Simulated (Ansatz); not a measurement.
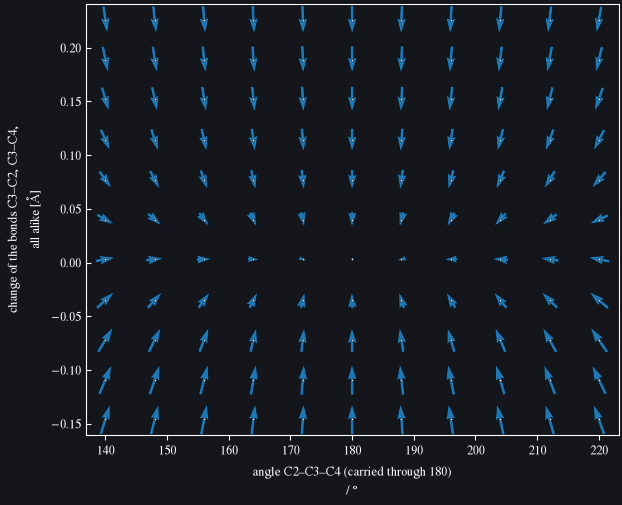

C3H4FGa, SMILES FCC#[C][GaH2]. 
- Coordinates scanned: (1) angle C2–C3–C4 (carried through 180); (2) change of the bonds C3–C2, C3–C4, all alike.
- Nothing is relaxed (all other coordinates rigid).
- The scan uses an 11 × 11 grid.
- Points are written as (first, second).
- Method: RKS B3LYP-D4/def2-TZVP (Ansatz).

The picture shows dots at the grid points, arrows along the force (downhill), their lengths compressed.

Q: The arrows alone are given. Where is the energy lowest?

A: The arrows converge at about (179°, 0.000 Å) (read from the interpolated surface).

The energy map of the same scan:

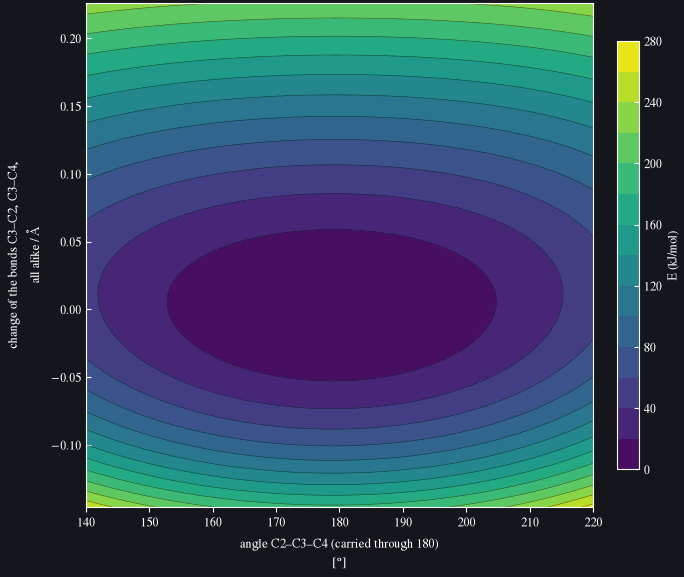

Energies are in kJ/mol, from the relaxed molecule at the same level; between grid points the surface is interpolated.
